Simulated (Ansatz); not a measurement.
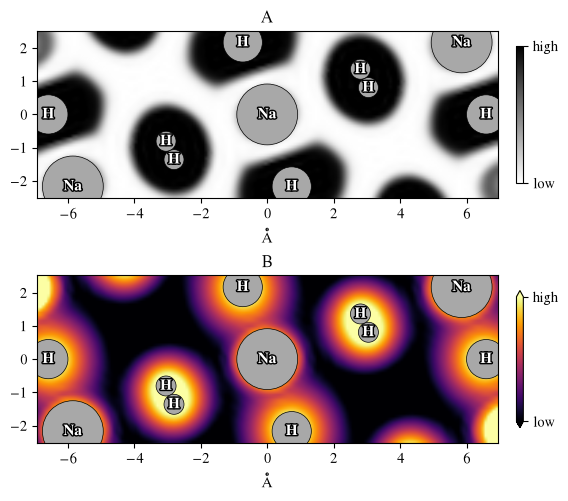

NaH3: 2 fields on the (010) plane of the conventional cell, with unlabelled colour scales. Grey discs cover the atomic cores.

Space group C2/c; a structure generated by program, which may or may not match a known phase; changed on purpose from its base cell (volume × 1.06, shape and atoms relaxed).

Computed with Ansatz, DFT PBE, scalar-relativistic, plane waves, PAW.

Q: Which field does each panel show? The fields are: electron localisation function and valence pseudo-density.

A: Panel A: electron localisation function. Panel B: valence pseudo-density. From the grid: H–H (0.75 Å): ρ is about 1.8 e/Å³ halfway; the ELF peaks at about 1 between the atoms. Na–H (2.29 Å): ρ at the midpoint is about 0.09 e/Å³; the ELF climbs to about 1 towards the hydrogen; an ionic contact to a hydride ion.
